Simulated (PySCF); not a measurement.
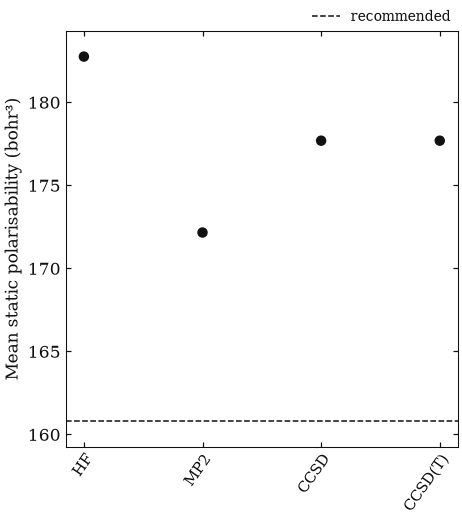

The mean static polarisability of the Ca atom ([Ar] 4s²) across levels of theory. Finite fields; PySCF, dyall-av3z, spin-free X2C-1e, unrestricted single determinants, no spin-orbit coupling. 18 core electrons frozen.

### How do the methods compare?

The values run from 172.2 bohr³ (MP2) to 182.8 bohr³ (HF). The recommended value is 160.8 ± 4 bohr³; nearest to it come MP2 (+11.4) and CCSD (+16.9), furthest HF (+22.0 bohr³).

```json
{"Method": "HF", "Mean static polarisability (bohr³)": "182.8"}
{"Method": "MP2", "Mean static polarisability (bohr³)": "172.2"}
{"Method": "CCSD", "Mean static polarisability (bohr³)": "177.7"}
{"Method": "CCSD(T)", "Mean static polarisability (bohr³)": "177.7"}
```
